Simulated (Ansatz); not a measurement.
# Cost against accuracy: basis.ecutwfc for K (Pm-3n, 8 atoms in the cell)

Cell: a = 8.3571 Å, b = 8.3571 Å, c = 8.3571 Å, α = 90.00°, β = 90.00°, γ = 90.00°.

Method: r2SCAN, default PAW files made with PBE (plane waves; Ansatz, a program for electronic structure).

Base settings: basis.ecutwfc = 500 eV; kpoints.mp_grid.grid = 3 3 3; hamiltonian.xc = r2scan; hamiltonian.pseudopotentials = {kind: paw} (the program's default PAW files); scf.occupations.method = cold; scf.occupations.width = 0.272 eV.

Misses are taken against the tightest run, 875 eV, which need not be fully converged itself. The energy is the free energy per atom.

The count of work is k-points × plane waves × bands × iterations; it is no time, and leaves out set-up, grids and terms that scale otherwise. 

Ansatz's pressure holds its estimate of the finite-basis (Pulay) stress, which hides part of the cutoff error; the uncorrected pressure shows it.

The starting cell was generated: these elements placed on a structure prototype, without a prior relaxation; it need not be a known phase or ordering of this composition. Ansatz's pressure includes its estimate of the finite-basis (Pulay) stress.

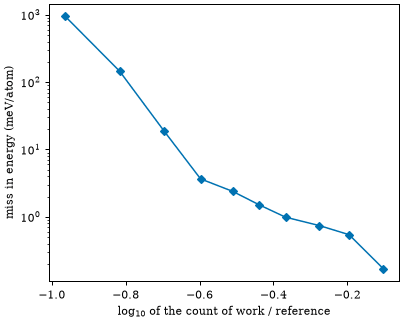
Figure. Miss against the count of work; the reference run is not drawn, and misses under 0.1 meV/atom are drawn there.

```tsv
basis.ecutwfc	energy less reference (meV/atom)	uncorrected pressure less reference (GPa)	count of work / reference
200 eV	951.60	-10.03	0.11
250 eV	145.57	-2.10	0.15
300 eV	18.90	-0.33	0.20
350 eV	3.66	-0.03	0.25
400 eV	2.39	-0.01	0.31
450 eV	1.50	-0.01	0.36
500 eV	0.99	0.00	0.43
575 eV	0.74	0.00	0.53
650 eV	0.54	0.00	0.64
750 eV	0.17	0.00	0.79
875 eV	0.00	0.00	1.0
```

Coarsest setting among those run that, with all tighter ones, holds the energy within 10 meV/atom of the reference: 350 eV, off by 3.7 meV/atom; it needs 0.25 of the reference's count of work.

Coarsest setting among those run that, with all tighter ones, holds the energy within 2 meV/atom of the reference: 450 eV, off by 1.5 meV/atom; it needs 0.36 of the reference's count of work.

The step from 200 eV to 350 eV: it takes the miss in the energy from 950 to 3.7 meV/atom, for 2.3 times the count of work.

Left out of this page: 1 run of the series stopped by limits of time or memory.

Keys are those of Ansatz 0.2.
